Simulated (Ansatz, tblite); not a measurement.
# Si(SH)Cl3 (Cl3HSSi): rung by rung, part 2 of 2

Aim: run the singlet of Si(SH)Cl3 (Cl3HSSi) at one geometry on many levels, and compare frontier levels, spin and run time.

Ansatz 0.2.0, Gaussian basis; as each input shows. The steps go on from the part before.

### 18 PBE0-D4/def2-SVP

The input, in.yaml:

```yaml
crystal:
  periodic: [false, false, false]
  atoms:
    - {symbol: Si, position_ang: [0.192967, -0.007513, -0.374691]}
    - {symbol: S, position_ang: [0.293922, 0.025423, 1.736304]}
    - {symbol: H, position_ang: [-1.050646, 0.037802, 1.883724]}
    - {symbol: Cl, position_ang: [2.122923, -0.018692, -1.036247]}
    - {symbol: Cl, position_ang: [-0.779479, 1.627766, -1.129493]}
    - {symbol: Cl, position_ang: [-0.779687, -1.664796, -1.079595]}
basis:
  gaussian: {orbitals: def2-SVP, initial_orbitals: start.molden}
hamiltonian: {xc: pbe0, dispersion: d4}
scf: {omitted_lower_state_checks: [starts]}
output: {orbitals: {seedname: orbitals}}
```

Started as:

```bash
$ ansatz run in.yaml --threads 4 --pin off --events-out ev --progress --plain --max-ram 3916MiB
```

Log:

```text
Functional definition: PBE0
  name "PBE0"
  cite "Adamo & Barone, J. Chem. Phys. 110, 6158 (1999) doi:10.1063/1.478522"
  cite "Perdew, Burke & Ernzerhof, Phys. Rev. Lett. 77, 3865 (1996) doi:10.1103/PhysRevLett.77.3865"
  parent pbe
  parameter a = 0.25
  parameter kappa = 0.804
  parameter beta = 0.06672455060314922
  exchange = (1 - a)*pbe_x(kappa = kappa, mu = beta*pi^2/3) + a*exact_x
  correlation = pbe_c(beta = beta)
these checks for a lower state are left out or cut short: starts
856 factors; integrals over basis functions are off by at most 1.4e-3 eV
mean field evaluation 1: about -56265.1036 eV, gradient 6.2e0 eV
mean field evaluation 2: about -56265.2196 eV, gradient 8.1e-2 eV
mean field evaluation 4: about -56265.2683 eV, gradient 3.1e-4 eV
mean field -56265.26829219 eV, -2067.7104717694 hartree, gradient 1.6e-5 eV, S^2 0.000000; 0 other end points of the search recorded, 0 dependent functions left out
reference -56265.26831251 eV, -2067.7104725162 hartree; 41, 41 occupied and 54, 54 virtual orbitals, 856 factors
Total energy: -56265.52411952 eV, -2067.7198732503 hartree
Checks for a lower state left out: starts
```

Run time: 0.4 s. Hardware: 4 threads of AMD EPYC 9R45, shared host.

HOMO -8.15 eV, LUMO -0.36 eV.

### 19 HF/6-31G

Edit in.yaml of step 18 so:

```diff
@@ -10,4 +10,4 @@
 basis:
-  gaussian: {orbitals: def2-SVP, initial_orbitals: start.molden}
-hamiltonian: {xc: pbe0, dispersion: d4}
+  gaussian: {orbitals: 6-31G}
+hamiltonian: {xc: hf}
 scf: {omitted_lower_state_checks: [starts]}
```

The command is unchanged.

Log:

```text
Functional definition: HF
  name "HF"
  cite "Fock, Z. Phys. 61, 126 (1930) doi:10.1007/BF01340294"
  parent pbe
  exchange = exact_x
  correlation = 0
these checks for a lower state are left out or cut short: starts
732 factors; integrals over basis functions are off by at most 2.9e-4 eV
mean field evaluation 1: about -56201.0918 eV, gradient 2.4e1 eV
mean field evaluation 2: about -56201.0988 eV, gradient 2.4e1 eV
mean field evaluation 4: about -56203.4624 eV, gradient 1.2e0 eV
mean field evaluation 8: about -56203.4730 eV, gradient 1.9e-5 eV
mean field -56203.47301163 eV, -2065.4395370950 hartree, gradient 5.1e-6 eV, S^2 0.000000; 0 other end points of the search recorded, 0 dependent functions left out
reference -56203.47301163 eV, -2065.4395370950 hartree; 41, 41 occupied and 26, 26 virtual orbitals, 732 factors
Total energy: -56203.47301163 eV, -2065.4395370950 hartree
Checks for a lower state left out: starts
```

It took 0.15 s on 4 threads of AMD EPYC 9R45, shared host.

From the report: HOMO -11.89 eV, LUMO 1.96 eV.

### 20 B3LYP-D4/6-31G

Edit in.yaml of step 19 so:

```diff
@@ -11,3 +11,3 @@
   gaussian: {orbitals: 6-31G}
-hamiltonian: {xc: hf}
+hamiltonian: {xc: {name: B3LYP}, dispersion: d4}
 scf: {omitted_lower_state_checks: [starts]}
```

Same command.

Log, cut to the lines that bear on the results:

```text
Functional definition: B3LYP
  name "B3LYP"
  cite "Stephens, Devlin, Chabalowski & Frisch, J. Phys. Chem. 98, 11623 (1994) doi:10.1021/j100096a001"
  cite "Becke, Phys. Rev. A 38, 3098 (1988) doi:10.1103/PhysRevA.38.3098"
  cite "Lee, Yang & Parr, Phys. Rev. B 37, 785 (1988) doi:10.1103/PhysRevB.37.785"
  cite "Vosko, Wilk & Nusair, Can. J. Phys. 58, 1200 (1980) doi:10.1139/p80-159"
[...]
732 factors; integrals over basis functions are off by at most 2.9e-4 eV
[...]
mean field -56297.14879389 eV, -2068.8820585976 hartree, gradient 3.9e-5 eV, S^2 0.000000; 0 other end points of the search recorded, 0 dependent functions left out
reference -56297.14904888 eV, -2068.8820679680 hartree; 41, 41 occupied and 26, 26 virtual orbitals, 732 factors
Total energy: -56297.64135674 eV, -2068.9001599482 hartree
Checks for a lower state left out: starts
```

Wall time 0.35 s (4 threads of AMD EPYC 9R45, shared host).

Report: HOMO -8.42 eV, LUMO -1.85 eV.

### 21 CCSD(T)/def2-TZVPP

Edit in.yaml of step 20 so:

```diff
@@ -10,4 +10,4 @@
 basis:
-  gaussian: {orbitals: 6-31G}
-hamiltonian: {xc: {name: B3LYP}, dispersion: d4}
+  gaussian: {orbitals: def2-TZVPP, initial_orbitals: start.molden}
+correlation: {method: ccsd_t}
 scf: {omitted_lower_state_checks: [starts]}
```

Launched as before.

Log, cut to the lines that bear on the results:

```text
Functional definition: HF
  name "HF"
  cite "Fock, Z. Phys. 61, 126 (1930) doi:10.1007/BF01340294"
  parent pbe
[...]
1317 factors; integrals over basis functions are off by at most 1.2e-3 eV
[...]
mean field -56213.36251437 eV, -2065.8029696174 hartree, gradient 1.0e-6 eV, S^2 0.000000; 0 other end points of the search recorded, 0 dependent functions left out
25 core orbitals not correlated: weight in the atoms' cores, before any rotation towards them, 1.000 or more for the frozen orbitals, at most 0.000 for the correlated occupied ones
reference -56213.36251437 eV, -2065.8029696174 hartree; 16, 16 occupied and 183, 183 virtual orbitals, 1317 factors
second order -23.27129570 eV of doubles, -0.00000000 eV of singles
cycle   1  -24.35681713 eV  change    -1.1e0 eV  update   9.7e-2
[...]
cycle   8  -24.96287489 eV  change   -2.4e-5 eV  update   2.7e-5
perturbative correction -1.15177174 eV, -0.0423268308 hartree
Total energy: -56239.47716099 eV, -2066.7626651798 hartree
Checks for a lower state left out: starts
```

It took 20 s on 4 threads of AMD EPYC 9R45, shared host; peak memory 3.1 GiB.

Hartree-Fock HOMO -11.12 eV, LUMO 3.18 eV; T1 0.010.

### 22 MP2/def2-TZVP

Edit in.yaml of step 21 so:

```diff
@@ -10,4 +10,4 @@
 basis:
-  gaussian: {orbitals: def2-TZVPP, initial_orbitals: start.molden}
-correlation: {method: ccsd_t}
+  gaussian: {orbitals: def2-TZVP, initial_orbitals: start.molden}
+correlation: {method: mp2}
 scf: {omitted_lower_state_checks: [starts]}
```

The command is unchanged.

Log:

```text
Functional definition: HF
  name "HF"
  cite "Fock, Z. Phys. 61, 126 (1930) doi:10.1007/BF01340294"
  parent pbe
  exchange = exact_x
  correlation = 0
these checks for a lower state are left out or cut short: starts
1136 factors; integrals over basis functions are off by at most 1.3e-3 eV
mean field evaluation 1: about -56211.9272 eV, gradient 4.8e1 eV
mean field evaluation 2: about -56212.8580 eV, gradient 1.3e0 eV
mean field evaluation 4: about -56213.3364 eV, gradient 1.3e-2 eV
mean field evaluation 8: about -56213.3365 eV, gradient 1.2e-6 eV
mean field -56213.33648971 eV, -2065.8020132289 hartree, gradient 9.0e-7 eV, S^2 0.000000; 0 other end points of the search recorded, 0 dependent functions left out
25 core orbitals not correlated: weight in the atoms' cores, before any rotation towards them, 1.000 or more for the frozen orbitals, at most 0.000 for the correlated occupied ones
reference -56213.33648971 eV, -2065.8020132289 hartree; 16, 16 occupied and 150, 150 virtual orbitals, 1136 factors
second order -22.77543668 eV of doubles, -0.00000000 eV of singles
Total energy: -56236.11192639 eV, -2066.6389950890 hartree
Checks for a lower state left out: starts
```

It took 0.8 s on 4 threads of AMD EPYC 9R45, shared host.

From the report: Hartree-Fock HOMO -11.12 eV, LUMO 3.18 eV.

### 23 RPA/def2-TZVP

Edit in.yaml of step 22 so:

```diff
@@ -11,4 +11,4 @@
   gaussian: {orbitals: def2-TZVP, initial_orbitals: start.molden}
-correlation: {method: mp2}
+hamiltonian: {xc: pbe}
+correlation: {method: rpa}
 scf: {omitted_lower_state_checks: [starts]}
-output: {orbitals: {seedname: orbitals}}
```

The command is unchanged.

Log, cut to the lines that bear on the results:

```text
Functional definition: PBE
  name "PBE"
  cite "Perdew, Burke & Ernzerhof, Phys. Rev. Lett. 77, 3865 (1996) doi:10.1103/PhysRevLett.77.3865"
  parent pbe
[...]
1136 factors; integrals over basis functions are off by at most 1.3e-3 eV
[...]
mean field -56280.28746216 eV, -2068.2624160854 hartree, gradient 2.1e-6 eV, S^2 0.000000; 0 other end points of the search recorded, 0 dependent functions left out
25 core orbitals not correlated: weight in the atoms' cores, before any rotation towards them, 1.000 or more for the frozen orbitals, at most 0.000 for the correlated occupied ones
reference -56211.58026791 eV, -2065.7374732680 hartree; 16, 16 occupied and 150, 150 virtual orbitals, 1136 factors
Total energy: -56249.16233542 eV, -2067.1185887751 hartree
Checks for a lower state left out: starts
```

Wall time 1.1 s (4 threads of AMD EPYC 9R45, shared host).

### 24 Levels side by side

```
                  level  functions  HOMO (eV)  LUMO (eV)  gap (eV)    time
               HF/6-31G         67     -11.89       1.96     13.85  0.15 s
          LDA/def2-TZVP        191      -7.07      -1.94      5.13   0.4 s
        PBE-D4/def2-SVP         95      -6.78      -1.30      5.49   0.3 s
       PBE-D4/def2-TZVP        191      -6.93      -1.69      5.24   0.6 s
    revPBE-D4/def2-TZVP        191      -6.88      -1.59      5.29   0.6 s
      BLYP-D4/def2-TZVP        191      -6.74      -1.57      5.17   1.3 s
    r2SCAN-D4/def2-TZVP        191      -7.25      -1.39      5.87   1.1 s
         B3LYP-D4/6-31G         67      -8.42      -1.85      6.57  0.35 s
       PBE0-D4/def2-SVP         95      -8.15      -0.36      7.79   0.4 s
      PBE0-D4/def2-TZVP        191      -8.22      -0.72      7.50   1.4 s
   r2SCAN0-D4/def2-TZVP        191      -8.42      -0.54      7.88   1.5 s
      LC-ωPBE/def2-TZVP        191     -10.99       1.64     12.64   0.8 s
      ωB97X-V/def2-TZVP        191     -10.60       1.55     12.15   1.9 s
LC-ωPBE(0.10)/def2-TZVP        191      -8.40      -0.30      8.10  0.85 s
LC-ωPBE(0.15)/def2-TZVP        191      -9.03       0.24      9.27  0.75 s
LC-ωPBE(0.20)/def2-TZVP        191      -9.57       0.67     10.24  0.75 s
LC-ωPBE(0.30)/def2-TZVP        191     -10.41       1.27     11.68  0.75 s
```

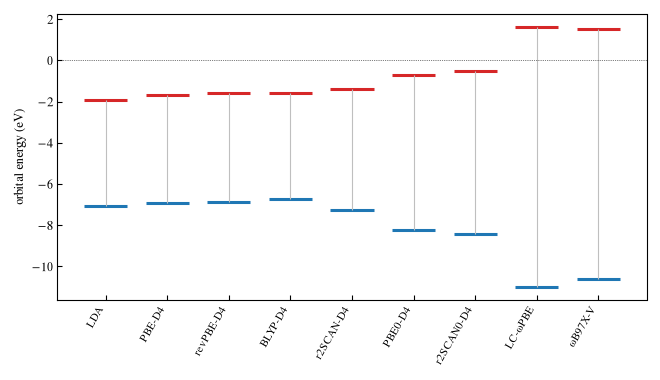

Highest filled (blue) and lowest empty (red) level in def2-TZVP.

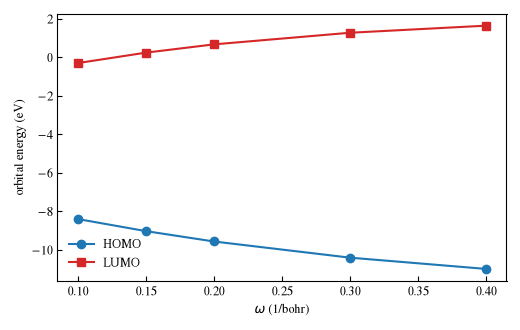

Frontier levels against the ω (1/bohr), in def2-TZVP.

The pieces so far (eV):

```
     basis           HF  MP2 correlation  CCSD correlation      (T)              total
def2-TZVPP  -56213.3625         -23.2713          -24.9629  -1.1518        -56239.4772
 def2-TZVP  -56213.3365         -22.7754                             -56236.1119 (MP2)
```

### 25 Binding energy

Free atoms were run apart at each level; binding is atoms less cluster, divided by the number of atoms, without zero-point or spin-orbit terms.

Differences are taken before rounding.

```
              method  binding an atom (eV)  from CCSD(T)/def2-TZVPP (eV)    time
            HF/6-31G                 1.418                        -1.732  0.15 s
        HF/def2-TZVP                 2.354                        -0.796        
       HF/def2-TZVPP                 2.357                        -0.792        
       LDA/def2-TZVP                 3.783                        +0.633   0.4 s
     PBE-D4/def2-SVP                 3.303                        +0.154   0.3 s
    PBE-D4/def2-TZVP                 3.344                        +0.194   0.6 s
 revPBE-D4/def2-TZVP                 3.263                        +0.114   0.6 s
   BLYP-D4/def2-TZVP                 3.197                        +0.047   1.3 s
 r2SCAN-D4/def2-TZVP                 3.325                        +0.176   1.1 s
      B3LYP-D4/6-31G                 2.432                        -0.718  0.35 s
    PBE0-D4/def2-SVP                 3.239                        +0.089   0.4 s
   PBE0-D4/def2-TZVP                 3.296                        +0.147   1.4 s
r2SCAN0-D4/def2-TZVP                 3.262                        +0.113   1.5 s
   LC-ωPBE/def2-TZVP                 3.208                        +0.059   0.8 s
   ωB97X-V/def2-TZVP                 3.313                        +0.164   1.9 s
       MP2/def2-TZVP                 3.270                        +0.120   0.8 s
     CCSD/def2-TZVPP                 3.069                        -0.081        
  CCSD(T)/def2-TZVPP                 3.150                             0    20 s
```

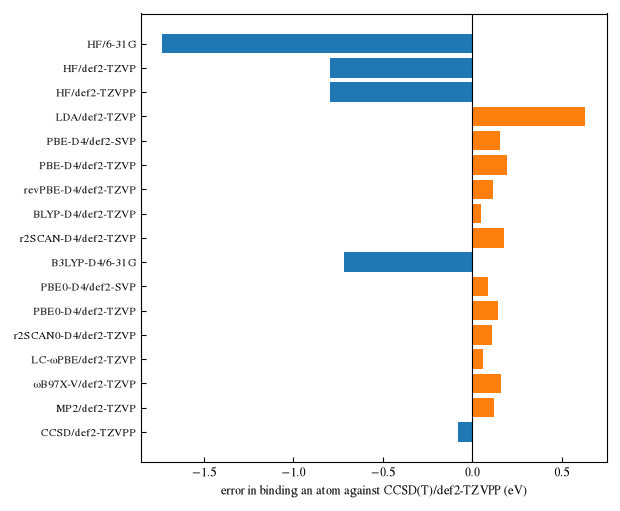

Deviations from CCSD(T)/def2-TZVPP, method by method.

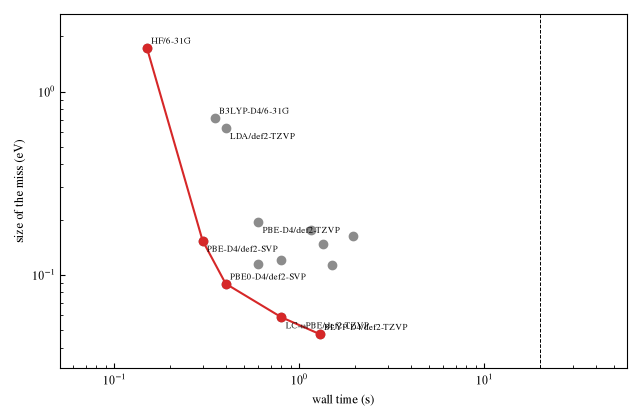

Accuracy for the time spent; red marks the levels that beat every quicker one drawn (of those quicker than the yardstick), and the dashed line is the time of CCSD(T)/def2-TZVPP. Only those levels and the largest misses are named. Times are from a shared host.

### 26 What came out

This closing draws on all 2 parts.

| quantity | value |
| --- | --- |
| gap in def2-TZVP, named functionals, smallest and largest | 5.13 eV (LDA), 12.64 eV (LC-ωPBE) |
| gap over the ω (1/bohr) | 8.10 eV at 0.1, 12.64 eV at 0.4 |
| correlation energy, CCSD(T)/def2-TZVPP | -26.11 eV |
| correlation energy, MP2/def2-TZVP | -22.78 eV |
| binding an atom, CCSD(T)/def2-TZVPP | 3.150 eV |
| PBE0 total energy, smallest basis above largest | 19.68 eV (def2-SVP, def2-TZVP) |

In words: Orbital gaps of the named functionals in def2-TZVP span 5.13 eV (LDA) to 12.64 eV (LC-ωPBE); exact exchange widens it. Raising the ω (1/bohr) from 0.1 to 0.4 moves the HOMO by -2.59 eV and the LUMO by +1.94 eV. A small miss in a minimal or small basis is a cancelling of errors, not accuracy. The functionals in def2-TZVP miss CCSD(T)/def2-TZVPP by +0.047 (BLYP-D4) to +0.633 eV (LDA) an atom. The reference is CCSD(T) in one finite basis, so it carries an error of its own, often a tenth of an eV or more, and near misses can't be ranked.

For cost: BLYP-D4/def2-TZVP gets within 0.047 eV in 1.3 s, where CCSD(T)/def2-TZVPP took 20 s; the quickest level in the cost chart, HF/6-31G, takes 0.15 s and misses by 1.732 eV. The slowest run with a step of its own, CCSD(T)/def2-TZVPP, took 20 s; the quickest functional in def2-TZVP took 0.4 s (shared host).
